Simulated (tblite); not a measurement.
**Geometry relaxation, with input and output: C₄H₈OS (part 2 of 2)**

Continued. System: C₄H₈OS (o-ethyl ethanethioate), SMILES CCOC(C)=S. Method: GFN2-xTB geometry optimisation, gas phase (tblite 0.8.0). 

Geometry of the input (Å):
```
C  -2.2388  0.3988  -0.3475
C  -1.1528  -0.5725  -0.0656
O  0.1203  0.1445  -0.0175
C  1.2914  -0.4299  0.2270
C  2.4167  0.5388  0.2161
S  1.4908  -2.0727  0.5190
H  -2.2872  1.1979  0.4073
H  -3.2138  -0.0899  -0.3663
H  -2.0746  0.8920  -1.3056
H  -1.1168  -1.3459  -0.8227
H  -1.3232  -1.0479  0.9275
H  3.2906  0.1679  0.7419
H  2.0960  1.4843  0.6880
H  2.7001  0.7337  -0.8459
```

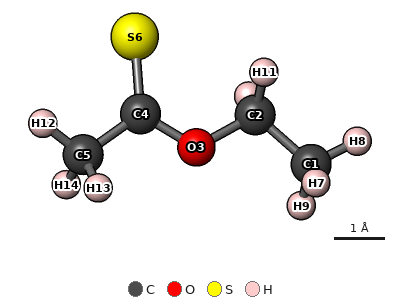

*The geometry at step 22 of the log (ball-and-stick view, seen at a tilt; atoms are numbered from 1 in the order of the input).*

### Trajectory as extended XYZ, continued
```
14
Properties=species:S:1:pos:R:3:forces:R:3 step=14 energy=-542.85365
C    -2.2354    0.4058   -0.3466   -0.0200   0.0130   0.0000
C    -1.1098   -0.5652   -0.0453    0.0100   0.0320   0.0040
O     0.0927    0.1941   -0.0182   -0.0150   0.0130   0.0000
C     1.2389   -0.4140    0.2248   -0.0310  -0.0170   0.0090
C     2.3923    0.5328    0.2081    0.0320   0.0150   0.0110
S     1.3893   -2.0131    0.5014   -0.0080  -0.0170   0.0010
H    -2.2645    1.1794    0.4167   -0.0310  -0.0110  -0.0020
H    -3.1882   -0.1138   -0.3659    0.0110  -0.0150  -0.0070
H    -2.0624    0.8799   -1.3094   -0.0380  -0.0130  -0.0020
H    -1.0262   -1.3451   -0.8118   -0.0050   0.0020   0.0100
H    -1.2449   -1.0552    0.9269    0.0030  -0.0060  -0.0190
H     3.2374    0.1079    0.7362    0.0640  -0.0490   0.0110
H     2.0988    1.4754    0.6624    0.0010   0.0560   0.0100
H     2.6807    0.7301   -0.8235    0.0270  -0.0020  -0.0240
14
Properties=species:S:1:pos:R:3:forces:R:3 step=15 energy=-542.85404
C    -2.2364    0.4053   -0.3466   -0.0150   0.0040   0.0010
C    -1.1099   -0.5642   -0.0454    0.0150   0.0260   0.0000
O     0.0915    0.1970   -0.0188    0.0080  -0.0170   0.0120
C     1.2369   -0.4133    0.2247    0.0080   0.0030   0.0110
C     2.3934    0.5321    0.2084    0.0250   0.0150   0.0120
S     1.3856   -2.0130    0.5010   -0.0110   0.0050  -0.0030
H    -2.2661    1.1777    0.4173   -0.0300   0.0030  -0.0020
H    -3.1882   -0.1151   -0.3656   -0.0040  -0.0240  -0.0090
H    -2.0631    0.8780   -1.3097   -0.0420   0.0010  -0.0070
H    -1.0244   -1.3439   -0.8123   -0.0100   0.0060   0.0190
H    -1.2443   -1.0544    0.9270    0.0060  -0.0050  -0.0250
H     3.2400    0.1078    0.7366    0.0290  -0.0500  -0.0040
H     2.1014    1.4757    0.6629    0.0030   0.0390   0.0000
H     2.6821    0.7295   -0.8238    0.0190  -0.0080  -0.0050
14
Properties=species:S:1:pos:R:3:forces:R:3 step=16 energy=-542.85435
C    -2.2374    0.4050   -0.3466   -0.0100  -0.0040   0.0010
C    -1.1099   -0.5631   -0.0455    0.0120   0.0150  -0.0040
O     0.0910    0.1986   -0.0190    0.0260  -0.0240   0.0180
C     1.2360   -0.4128    0.2249    0.0380   0.0200   0.0120
C     2.3947    0.5319    0.2088    0.0150   0.0090   0.0110
S     1.3831   -2.0130    0.5007   -0.0100   0.0200  -0.0040
H    -2.2679    1.1767    0.4177   -0.0300   0.0130  -0.0020
H    -3.1883   -0.1164   -0.3656   -0.0130  -0.0290  -0.0090
H    -2.0644    0.8767   -1.3100   -0.0420   0.0110  -0.0090
H    -1.0236   -1.3429   -0.8123   -0.0110   0.0090   0.0190
H    -1.2439   -1.0540    0.9265    0.0060  -0.0030  -0.0220
H     3.2424    0.1068    0.7368   -0.0040  -0.0390  -0.0170
H     2.1032    1.4766    0.6633    0.0110   0.0130  -0.0090
H     2.6835    0.7289   -0.8241    0.0110  -0.0110   0.0150
14
Properties=species:S:1:pos:R:3:forces:R:3 step=17 energy=-542.85473
C    -2.2388    0.4047   -0.3466   -0.0050  -0.0110  -0.0010
C    -1.1096   -0.5614   -0.0456    0.0050   0.0020  -0.0060
O     0.0908    0.2003   -0.0188    0.0400  -0.0150   0.0210
C     1.2355   -0.4118    0.2255    0.0590   0.0320   0.0110
C     2.3967    0.5319    0.2096    0.0040  -0.0010   0.0080
S     1.3799   -2.0127    0.5002   -0.0040   0.0290  -0.0040
H    -2.2707    1.1757    0.4181   -0.0300   0.0200  -0.0050
H    -3.1886   -0.1186   -0.3657   -0.0150  -0.0320  -0.0060
H    -2.0670    0.8754   -1.3105   -0.0400   0.0200  -0.0090
H    -1.0228   -1.3416   -0.8120   -0.0100   0.0090   0.0110
H    -1.2433   -1.0537    0.9256    0.0050  -0.0010  -0.0110
H     3.2452    0.1048    0.7367   -0.0380  -0.0220  -0.0270
H     2.1057    1.4781    0.6635    0.0250  -0.0170  -0.0170
H     2.6855    0.7279   -0.8242    0.0040  -0.0130   0.0340
14
Properties=species:S:1:pos:R:3:forces:R:3 step=18 energy=-542.85527
C    -2.2410    0.4041   -0.3467    0.0000  -0.0160  -0.0030
C    -1.1090   -0.5590   -0.0459   -0.0010  -0.0110  -0.0060
O     0.0913    0.2027   -0.0182    0.0430   0.0070   0.0190
C     1.2358   -0.4099    0.2264    0.0620   0.0340   0.0090
C     2.3996    0.5319    0.2109   -0.0090  -0.0120   0.0010
S     1.3752   -2.0116    0.4995    0.0120   0.0280   0.0000
H    -2.2755    1.1745    0.4185   -0.0290   0.0230  -0.0130
H    -3.1892   -0.1224   -0.3660   -0.0100  -0.0320  -0.0010
H    -2.0716    0.8738   -1.3114   -0.0360   0.0290  -0.0030
H    -1.0218   -1.3396   -0.8114   -0.0060   0.0080  -0.0040
H    -1.2423   -1.0531    0.9240    0.0030   0.0020   0.0070
H     3.2487    0.1015    0.7360   -0.0670  -0.0030  -0.0270
H     2.1099    1.4799    0.6635    0.0390  -0.0440  -0.0200
H     2.6885    0.7263   -0.8236   -0.0020  -0.0120   0.0420
14
Properties=species:S:1:pos:R:3:forces:R:3 step=19 energy=-542.85586
C    -2.2437    0.4031   -0.3467    0.0030  -0.0160  -0.0040
C    -1.1081   -0.5560   -0.0462   -0.0020  -0.0150  -0.0030
O     0.0924    0.2059   -0.0172    0.0280   0.0310   0.0130
C     1.2368   -0.4071    0.2278    0.0360   0.0210   0.0030
C     2.4030    0.5316    0.2124   -0.0170  -0.0210  -0.0100
S     1.3696   -2.0096    0.4986    0.0350   0.0180   0.0070
H    -2.2818    1.1734    0.4188   -0.0270   0.0180  -0.0250
H    -3.1900   -0.1277   -0.3664    0.0020  -0.0280   0.0060
H    -2.0779    0.8724   -1.3126   -0.0300   0.0330   0.0080
H    -1.0205   -1.3370   -0.8108    0.0020   0.0060  -0.0220
H    -1.2408   -1.0524    0.9223    0.0020   0.0080   0.0230
H     3.2518    0.0972    0.7347   -0.0740   0.0080  -0.0130
H     2.1158    1.4813    0.6632    0.0460  -0.0540  -0.0110
H     2.6921    0.7241   -0.8221   -0.0030  -0.0080   0.0280
14
Properties=species:S:1:pos:R:3:forces:R:3 step=20 energy=-542.85639
C    -2.2462    0.4020   -0.3469    0.0010  -0.0120  -0.0050
C    -1.1071   -0.5535   -0.0465    0.0010  -0.0090   0.0010
O     0.0938    0.2093   -0.0161    0.0010   0.0380   0.0060
C     1.2380   -0.4042    0.2290   -0.0070   0.0010  -0.0040
C     2.4057    0.5309    0.2135   -0.0170  -0.0210  -0.0190
S     1.3650   -2.0074    0.4979    0.0540   0.0030   0.0130
H    -2.2880    1.1727    0.4186   -0.0240   0.0080  -0.0330
H    -3.1906   -0.1331   -0.3666    0.0150  -0.0240   0.0110
H    -2.0842    0.8717   -1.3135   -0.0230   0.0300   0.0170
H    -1.0191   -1.3346   -0.8107    0.0100   0.0080  -0.0310
H    -1.2393   -1.0517    0.9211    0.0020   0.0150   0.0290
H     3.2534    0.0933    0.7335   -0.0560   0.0040   0.0110
H     2.1220    1.4818    0.6627    0.0420  -0.0410   0.0060
H     2.6953    0.7220   -0.8204    0.0000  -0.0030  -0.0020
14
Properties=species:S:1:pos:R:3:forces:R:3 step=21 energy=-542.85688
C    -2.2483    0.4008   -0.3471   -0.0020  -0.0040  -0.0040
C    -1.1061   -0.5514   -0.0467    0.0030   0.0030   0.0040
O     0.0949    0.2128   -0.0149   -0.0260   0.0270   0.0010
C     1.2388   -0.4017    0.2300   -0.0450  -0.0170  -0.0110
C     2.4076    0.5299    0.2140   -0.0120  -0.0150  -0.0250
S     1.3621   -2.0053    0.4976    0.0620  -0.0070   0.0170
H    -2.2938    1.1722    0.4178   -0.0200  -0.0010  -0.0330
H    -3.1908   -0.1382   -0.3666    0.0240  -0.0200   0.0140
H    -2.0899    0.8717   -1.3140   -0.0140   0.0220   0.0210
H    -1.0176   -1.3323   -0.8112    0.0180   0.0140  -0.0300
H    -1.2379   -1.0508    0.9207    0.0030   0.0210   0.0230
H     3.2534    0.0899    0.7326   -0.0250  -0.0090   0.0330
H     2.1280    1.4813    0.6623    0.0300  -0.0150   0.0220
H     2.6980    0.7201   -0.8189    0.0040   0.0000  -0.0330
14
Properties=species:S:1:pos:R:3:forces:R:3 step=22 energy=-542.85744
C    -2.2505    0.3994   -0.3474   -0.0070   0.0050  -0.0020
C    -1.1050   -0.5492   -0.0469    0.0020   0.0160   0.0060
O     0.0957    0.2170   -0.0136   -0.0470   0.0020  -0.0030
C     1.2390   -0.3992    0.2308   -0.0680  -0.0270  -0.0170
C     2.4094    0.5285    0.2141   -0.0020  -0.0060  -0.0240
S     1.3604   -2.0031    0.4976    0.0610  -0.0110   0.0180
H    -2.3004    1.1718    0.4162   -0.0140  -0.0080  -0.0230
H    -3.1906   -0.1442   -0.3663    0.0260  -0.0170   0.0140
H    -2.0965    0.8723   -1.3140   -0.0040   0.0100   0.0170
H    -1.0156   -1.3295   -0.8123    0.0240   0.0220  -0.0190
H    -1.2362   -1.0493    0.9207    0.0040   0.0260   0.0090
H     3.2527    0.0860    0.7324    0.0070  -0.0250   0.0480
H     2.1352    1.4804    0.6624    0.0130   0.0120   0.0340
H     2.7010    0.7181   -0.8180    0.0060   0.0010  -0.0560
14
Properties=species:S:1:pos:R:3:forces:R:3 step=23 energy=-542.85811
C    -2.2534    0.3976   -0.3478   -0.0130   0.0130  -0.0010
C    -1.1037   -0.5461   -0.0471   -0.0060   0.0250   0.0040
O     0.0959    0.2223   -0.0119   -0.0530  -0.0270  -0.0070
C     1.2382   -0.3964    0.2315   -0.0640  -0.0250  -0.0220
C     2.4116    0.5267    0.2137    0.0080   0.0050  -0.0170
S     1.3593   -2.0006    0.4979    0.0480  -0.0070   0.0150
H    -2.3089    1.1712    0.4137   -0.0070  -0.0120  -0.0010
H    -3.1899   -0.1521   -0.3656    0.0200  -0.0150   0.0110
H    -2.1047    0.8733   -1.3137    0.0080  -0.0060   0.0050
H    -1.0126   -1.3255   -0.8140    0.0280   0.0300  -0.0010
H    -1.2341   -1.0468    0.9208    0.0030   0.0280  -0.0090
H     3.2518    0.0806    0.7329    0.0280  -0.0370   0.0490
H     2.1444    1.4794    0.6632   -0.0060   0.0290   0.0350
H     2.7047    0.7154   -0.8179    0.0050  -0.0010  -0.0610
14
Properties=species:S:1:pos:R:3:forces:R:3 step=24 energy=-542.85868
C    -2.2564    0.3960   -0.3482   -0.0150   0.0170   0.0000
C    -1.1028   -0.5429   -0.0473   -0.0160   0.0230  -0.0010
O     0.0953    0.2269   -0.0105   -0.0340  -0.0390  -0.0100
C     1.2366   -0.3940    0.2317   -0.0300  -0.0110  -0.0210
C     2.4138    0.5250    0.2131    0.0120   0.0100  -0.0050
S     1.3593   -1.9984    0.4985    0.0280   0.0040   0.0100
H    -2.3172    1.1705    0.4115   -0.0020  -0.0110   0.0220
H    -3.1889   -0.1599   -0.3647    0.0090  -0.0130   0.0070
H    -2.1124    0.8741   -1.3134    0.0170  -0.0180  -0.0100
H    -1.0094   -1.3211   -0.8156    0.0260   0.0310   0.0120
H    -1.2322   -1.0440    0.9208   -0.0010   0.0240  -0.0190
H     3.2514    0.0750    0.7342    0.0230  -0.0360   0.0300
H     2.1531    1.4789    0.6645   -0.0160   0.0250   0.0230
H     2.7084    0.7129   -0.8188   -0.0010  -0.0060  -0.0390
14
Properties=species:S:1:pos:R:3:forces:R:3 step=25 energy=-542.85898
C    -2.2582    0.3954   -0.3485   -0.0130   0.0140   0.0010
C    -1.1028   -0.5408   -0.0474   -0.0170   0.0140  -0.0040
O     0.0945    0.2288   -0.0100   -0.0060  -0.0250  -0.0100
C     1.2354   -0.3930    0.2314    0.0050   0.0030  -0.0150
C     2.4152    0.5243    0.2127    0.0080   0.0070   0.0030
S     1.3598   -1.9973    0.4990    0.0140   0.0110   0.0060
H    -2.3217    1.1699    0.4107   -0.0010  -0.0070   0.0320
H    -3.1883   -0.1643   -0.3641   -0.0010  -0.0100   0.0030
H    -2.1161    0.8742   -1.3134    0.0180  -0.0200  -0.0170
H    -1.0072   -1.3181   -0.8163    0.0180   0.0230   0.0120
H    -1.2312   -1.0420    0.9205   -0.0080   0.0160  -0.0150
H     3.2515    0.0714    0.7355    0.0020  -0.0230   0.0060
H     2.1575    1.4790    0.6657   -0.0150   0.0070   0.0070
H     2.7103    0.7114   -0.8201   -0.0060  -0.0090  -0.0090
14
Properties=species:S:1:pos:R:3:forces:R:3 step=26 energy=-542.85912
C    -2.2591    0.3956   -0.3485   -0.0070   0.0080   0.0010
C    -1.1032   -0.5398   -0.0476   -0.0110   0.0060  -0.0040
O     0.0940    0.2290   -0.0101    0.0120  -0.0040  -0.0100
C     1.2349   -0.3927    0.2310    0.0200   0.0080  -0.0090
C     2.4159    0.5242    0.2126    0.0020   0.0020   0.0050
S     1.3604   -1.9968    0.4994    0.0090   0.0110   0.0040
H    -2.3231    1.1695    0.4110   -0.0020  -0.0040   0.0280
H    -3.1880   -0.1659   -0.3638   -0.0060  -0.0070   0.0010
H    -2.1170    0.8737   -1.3137    0.0140  -0.0160  -0.0140
H    -1.0061   -1.3166   -0.8163    0.0090   0.0120   0.0060
H    -1.2311   -1.0409    0.9201   -0.0120   0.0090  -0.0060
H     3.2517    0.0698    0.7361   -0.0130  -0.0110  -0.0070
H     2.1586    1.4793    0.6663   -0.0100  -0.0060  -0.0030
H     2.7108    0.7107   -0.8208   -0.0060  -0.0090   0.0090
14
Properties=species:S:1:pos:R:3:forces:R:3 step=27 energy=-542.85921
C    -2.2597    0.3959   -0.3485   -0.0020   0.0020   0.0020
C    -1.1036   -0.5391   -0.0477    0.0000   0.0020  -0.0020
O     0.0939    0.2290   -0.0103    0.0180   0.0130  -0.0090
C     1.2350   -0.3924    0.2306    0.0190   0.0070  -0.0030
C     2.4163    0.5243    0.2126   -0.0030  -0.0010   0.0040
S     1.3608   -1.9964    0.4996    0.0070   0.0070   0.0030
H    -2.3238    1.1692    0.4119   -0.0030  -0.0040   0.0180
H    -3.1880   -0.1668   -0.3636   -0.0060  -0.0020  -0.0010
H    -2.1170    0.8731   -1.3142    0.0080  -0.0110  -0.0070
H    -1.0053   -1.3156   -0.8162    0.0020   0.0040  -0.0020
H    -1.2313   -1.0402    0.9197   -0.0140   0.0040   0.0010
H     3.2516    0.0687    0.7363   -0.0170  -0.0040  -0.0120
H     2.1588    1.4794    0.6665   -0.0050  -0.0110  -0.0060
H     2.7109    0.7102   -0.8210   -0.0040  -0.0060   0.0150
14
Properties=species:S:1:pos:R:3:forces:R:3 step=28 energy=-542.85927
C    -2.2603    0.3961   -0.3485    0.0030  -0.0030   0.0020
C    -1.1038   -0.5385   -0.0478    0.0090   0.0010   0.0000
O     0.0941    0.2294   -0.0107    0.0140   0.0190  -0.0070
C     1.2352   -0.3920    0.2302    0.0090   0.0030   0.0010
C     2.4166    0.5243    0.2127   -0.0040  -0.0030   0.0020
S     1.3611   -1.9958    0.4998    0.0050   0.0020   0.0020
H    -2.3246    1.1688    0.4128   -0.0040  -0.0050   0.0060
H    -3.1881   -0.1677   -0.3635   -0.0030   0.0030  -0.0020
H    -2.1170    0.8724   -1.3147    0.0020  -0.0060   0.0010
H    -1.0044   -1.3147   -0.8162   -0.0030  -0.0020  -0.0060
H    -1.2315   -1.0396    0.9195   -0.0120   0.0030   0.0050
H     3.2512    0.0675    0.7363   -0.0130  -0.0010  -0.0100
H     2.1591    1.4792    0.6666   -0.0030  -0.0090  -0.0050
H     2.7110    0.7097   -0.8209    0.0000  -0.0020   0.0110
14
Properties=species:S:1:pos:R:3:forces:R:3 step=29 energy=-542.85931
C    -2.2606    0.3961   -0.3484    0.0050  -0.0050   0.0020
C    -1.1036   -0.5379   -0.0478    0.0110   0.0010   0.0010
O     0.0944    0.2301   -0.0110    0.0060   0.0130  -0.0040
C     1.2355   -0.3915    0.2300   -0.0020   0.0000   0.0020
C     2.4167    0.5241    0.2128   -0.0030  -0.0020   0.0000
S     1.3613   -1.9952    0.5000    0.0040  -0.0010   0.0020
H    -2.3254    1.1684    0.4134   -0.0040  -0.0070  -0.0010
H    -3.1881   -0.1685   -0.3634    0.0000   0.0060  -0.0020
H    -2.1173    0.8719   -1.3149   -0.0010  -0.0030   0.0060
H    -1.0038   -1.3141   -0.8163   -0.0050  -0.0020  -0.0050
H    -1.2318   -1.0390    0.9194   -0.0070   0.0030   0.0030
H     3.2507    0.0666    0.7361   -0.0040  -0.0020  -0.0050
H     2.1596    1.4790    0.6666   -0.0030  -0.0030  -0.0020
H     2.7112    0.7092   -0.8207    0.0030   0.0010   0.0040
14
Properties=species:S:1:pos:R:3:forces:R:3 step=30 energy=-542.85932
C    -2.2608    0.3959   -0.3484    0.0040  -0.0040   0.0020
C    -1.1034   -0.5376   -0.0479    0.0070   0.0010   0.0000
O     0.0947    0.2307   -0.0111    0.0000   0.0040  -0.0030
C     1.2355   -0.3913    0.2300   -0.0050  -0.0010   0.0020
C     2.4167    0.5240    0.2128   -0.0010  -0.0010  -0.0010
S     1.3614   -1.9950    0.5001    0.0010  -0.0010   0.0020
H    -2.3260    1.1681    0.4135   -0.0030  -0.0060  -0.0030
H    -3.1881   -0.1689   -0.3634    0.0020   0.0050  -0.0020
H    -2.1176    0.8717   -1.3149   -0.0010  -0.0010   0.0060
H    -1.0036   -1.3137   -0.8165   -0.0040  -0.0010  -0.0020
H    -1.2320   -1.0387    0.9194   -0.0030   0.0040   0.0010
H     3.2503    0.0660    0.7360    0.0020  -0.0030  -0.0010
H     2.1599    1.4788    0.6666   -0.0030   0.0010   0.0000
H     2.7114    0.7090   -0.8205    0.0040   0.0020  -0.0010
```

### Key numbers

```csv
quantity,value
outcome,converged
total energy,−542.8593 eV
hardware,"1 CPU thread, shared host"
peak memory,0.19 GiB
```
